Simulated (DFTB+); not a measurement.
## Run report: GeNH₃O, single-point calculation

The run: single-point calculation of GeNH₃O, SMILES [NH2][Ge][OH]. Method and program: GFN2-xTB, R-SCC, dispersion built in (DFTB+ 25.1).

The geometry comes from this level: GFN2-xTB.

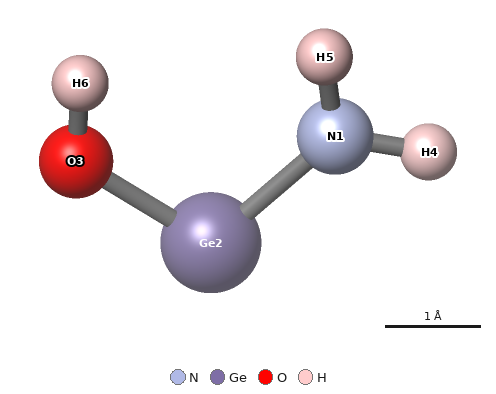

*The input geometry (ball-and-stick view, seen at a tilt; atoms are numbered from 1 in the order of the input). Sticks mark near contacts.*

**Input (dftb_in.hsd)**
```
Geometry = xyzFormat {
  <<< "geo.xyz"
}
Hamiltonian = xTB {
  Method = "GFN2-xTB"
  MaxSCCIterations = 100
  Mixer = Simple {
    MixingParameter = 0.4
  }
}
Options {
  WriteResultsTag = Yes
}
ParserOptions {
  ParserVersion = 14
}
```

**File geo.xyz**
```
6

N     -0.796200     0.047590    -0.563190
Ge     0.565410    -1.155820    -0.322690
O      1.481050    -0.287460     0.922730
H     -1.542260    -0.092830    -1.226380
H     -0.922260     0.939740    -0.106870
H      1.214260     0.548780     1.296400
```

Command:
```bash
dftb+ > run.log
```

**What the program printed**
```
|  DFTB+ development version (commit: a23bfb2)

Reading input file 'dftb_in.hsd'
Parser version: 14

--------------------------------------------------------------------------------

Processed input in HSD format written to 'dftb_pin.hsd'

Starting initialization...
--------------------------------------------------------------------------------
OpenMP threads:              1
Chosen random seed:          642289741
Current stacksize:           unlimited
Mode:                        Static calculation
Self consistent charges:     Yes
SCC-tolerance:                 0.100000E-04
Max. scc iterations:                    100
Shell resolved Hubbard:      Yes
Spin polarisation:           No
Nr. of up electrons:             9.000000
Nr. of down electrons:           9.000000
Periodic boundaries:         No
Electronic solver:           Relatively robust
Mixer:                       Simple mixer
Mixing parameter:                  0.400000
Max. SCC-cycles:                        100
tblite library version:      0.3.0
-> parametrization:          GFN2-xTB
-> repulsion:                Yes
-> dispersion:               Yes
-> halogen bonding:          No
-> electrostatics:           Yes
   -> isotropic:             Yes
   -> anisotropic:           Yes
   -> third-order:           Yes
Electronic temperature:              0.950045E-03 H      0.258520E-01 eV
Initial charges:             Set automatically (system chrg:   0.000E+00)
Included shells:             N:  s, p
                            Ge:  s, p, d
                             O:  s, p
                             H:  s
Extra options:
                             Mulliken analysis

--------------------------------------------------------------------------------

***  Geometry step: 0

 iSCC Total electronic   Diff electronic      SCC error
    1   -0.10476225E+02    0.00000000E+00    0.13434918E+01
    2   -0.10533378E+02   -0.10476225E+02    0.88449311E+00
    3   -0.10554872E+02   -0.57153071E-01    0.57502924E+00
    4   -0.10562853E+02   -0.21494243E-01    0.37847485E+00
    5   -0.10567562E+02   -0.79810242E-02    0.25780383E+00
    6   -0.10569394E+02   -0.47087514E-02    0.16691251E+00
    7   -0.10570913E+02   -0.18323533E-02    0.11921801E+00
    8   -0.10571298E+02   -0.15183825E-02    0.78746668E-01
    9   -0.10571845E+02   -0.38478056E-03    0.56877142E-01
   10   -0.10571879E+02   -0.54750370E-03    0.38822047E-01
   11   -0.10572094E+02   -0.33802129E-04    0.27933523E-01
   12   -0.10572061E+02   -0.21521360E-03    0.20130892E-01
   13   -0.10572154E+02    0.33046104E-04    0.14073721E-01
   14   -0.10572120E+02   -0.92544380E-04    0.10894941E-01
   15   -0.10572164E+02    0.33263361E-04    0.72450350E-02
   16   -0.10572141E+02   -0.43253027E-04    0.59089402E-02
   17   -0.10572162E+02    0.22700154E-04    0.39781523E-02
   18   -0.10572149E+02   -0.21580750E-04    0.32136046E-02
   19   -0.10572160E+02    0.13762500E-04    0.21954448E-02
   20   -0.10572152E+02   -0.11256165E-04    0.17525886E-02
   21   -0.10572158E+02    0.79353093E-05    0.12199203E-02
   22   -0.10572154E+02   -0.60322261E-05    0.95817872E-03
   23   -0.10572157E+02    0.44675384E-05    0.67840522E-03
   24   -0.10572154E+02   -0.32826183E-05    0.52494990E-03
   25   -0.10572156E+02    0.24856954E-05    0.37648934E-03
   26   -0.10572155E+02   -0.18010080E-05    0.28808232E-03
   27   -0.10572156E+02    0.13749678E-05    0.20860570E-03
   28   -0.10572155E+02   -0.99220794E-06    0.15830093E-03
   29   -0.10572156E+02    0.75844572E-06    0.11544542E-03
   30   -0.10572155E+02   -0.54768067E-06    0.87073276E-04
   31   -0.10572155E+02    0.41785224E-06    0.63831642E-04
   32   -0.10572155E+02   -0.30254643E-06    0.47930668E-04
   33   -0.10572155E+02    0.23010737E-06    0.35270008E-04
   34   -0.10572155E+02   -0.16716596E-06    0.26398878E-04
   35   -0.10572155E+02    0.12671122E-06    0.19478800E-04
   36   -0.10572155E+02   -0.92358805E-07    0.14545772E-04
   37   -0.10572155E+02    0.69783322E-07    0.10753838E-04
   38   -0.10572155E+02   -0.51019372E-07    0.80171331E-05

Total Energy:                      -10.5091039107 H         -285.9673 eV
Extrapolated to 0K:                -10.5091039107 H         -285.9673 eV
Total Mermin free energy:          -10.5091039107 H         -285.9673 eV
Force related energy:              -10.5091039107 H         -285.9673 eV

--------------------------------------------------------------------------------
--------------------------------------------------------------------------------
SCC                                    +       0.04 ( 94.1%)       0.07 ( 98.6%)
--------------------------------------------------------------------------------
Missing                                +       0.00 (  5.9%)       0.00 (  1.4%)
Total                                  =       0.04 (100.0%)       0.07 (100.0%)
--------------------------------------------------------------------------------
```

**File band.out**
```
 KPT            1  SPIN            1  KWEIGHT    1.0000000000000000
     1    -17.9193  2.00000
     2    -16.7149  2.00000
     3    -15.6605  2.00000
     4    -14.1293  2.00000
     5    -13.6660  2.00000
     6    -12.0505  2.00000
     7    -11.8244  2.00000
     8    -10.8958  2.00000
     9    -10.2926  2.00000
    10     -5.6390  0.00000
    11     -2.9485  0.00000
    12     -1.8633  0.00000
    13      1.7640  0.00000
    14      1.9377  0.00000
    15      2.3941  0.00000
    16      4.2384  0.00000
    17      5.2770  0.00000
    18      6.9628  0.00000
    19     11.6573  0.00000
    20     21.2532  0.00000
```

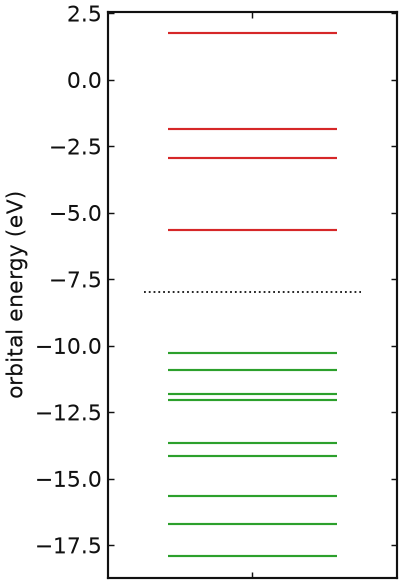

*Orbital energies near the frontier; the dotted line parts filled from empty levels, and levels within 0.02 eV of each other stand side by side.*

Highest filled −10.29 eV, lowest empty −5.64 eV, 4.65 eV apart.

**Key numbers**

```json
{"quantity": "outcome", "value": "converged"}
{"quantity": "Mermin free energy", "value": "−10.509104 hartree"}
{"quantity": "basis functions", "value": "20"}
{"quantity": "HOMO", "value": "−10.29 eV"}
{"quantity": "LUMO", "value": "−5.64 eV"}
{"quantity": "dipole moment", "value": "2.00 D"}
{"quantity": "hardware", "value": "1 thread of AMD EPYC (Zen 3), 32 GiB of memory available, shared host"}
{"quantity": "peak memory", "value": "0.071 GiB"}
```

Settings chosen away from the usual ones: mixer_damping.
